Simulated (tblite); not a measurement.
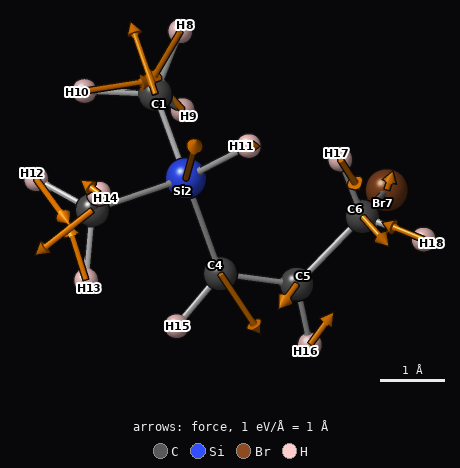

Starting geometry of C5H11BrSi with the computed forces as orange arrows. A ball-and-stick model, seen at a tilt.

All numbers below come from tblite, GFN2-xTB geometry optimisation, gas phase. 

**What follows when this structure is relaxed?**

It isn't relaxed: the largest force vector, on the Si atom, is 1.59 eV/Å. The final displacements have little in common with the starting forces (cosine between the two patterns 0.30). The atom that moves furthest after the best rigid fit is an H atom (1.02 Å). Largest moves by element: H 1.02 Å, Br 0.54 Å, C 0.19 Å, Si 0.11 Å. Among the contacts that change: C–Si 1.826 → 1.895 Å, C–Si 1.856 → 1.902 Å, C–H 1.121 → 1.086 Å, C–H 1.102 → 1.086 Å. Bond angles that change, for instance: Si–C–H 105.7° → 111.6°, C–C–H 120.3° → 114.5°, Br–C–H 111.2° → 105.5°. Groups turn about C–Si by about 50°, C–Si by about 50°. The energy falls by 46.0 kJ/mol in 109 geometry steps. The run took 0.78 s on 1 thread of Arm Neoverse V2, with other jobs on the host.
